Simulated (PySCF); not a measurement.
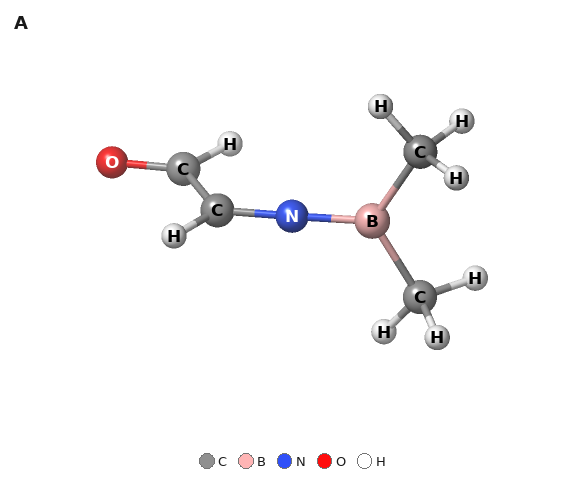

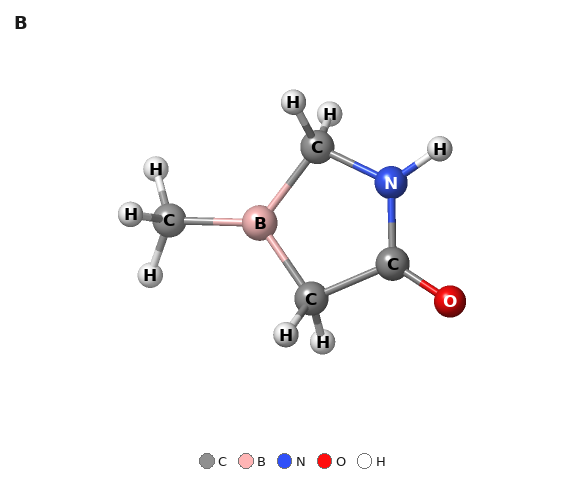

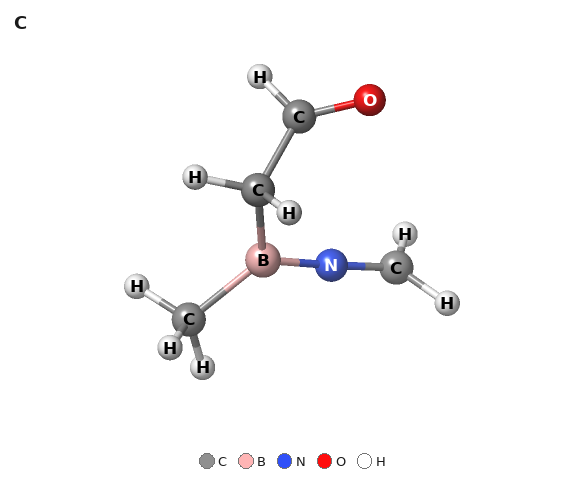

3 stationary structures of one formula. Geometries: GFN2-xTB. Electronic energies: PBE0/pcSseg-1 (PySCF 2.14.0), without zero-point energy. No frequency run is at hand to confirm each as a minimum. Each is one conformer, not always the lowest.

Which structure is the most stable?

Answer. B is lowest; A lies 0.561 eV above it, C lies 0.666 eV above it. A is `CB(C)/N=C\C=O`, B is `CB1CNC(=O)C1`, C is `C=NB(C)CC=O`.

The geometry is semi-empirical. Around B such bond lengths and angles can be off by a tenth of an ångström or more and by several degrees, and values that hang on the shape move with them.
